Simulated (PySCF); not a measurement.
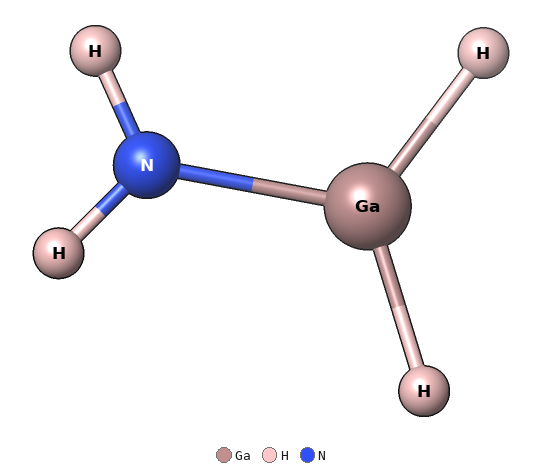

All atoms lie in one plane, which faces the viewer. The computed structure is the end point of a PBE0-D3(BJ)/def2-SVP optimisation. No frequency run is at hand to confirm it as a minimum.

List the symmetry elements and name the point group.

Answer. It has 1 C2 axis and 2 mirror planes, so the point group is C2v. The group has 4 operations. The geometry is achiral, and symmetry allows a dipole moment.
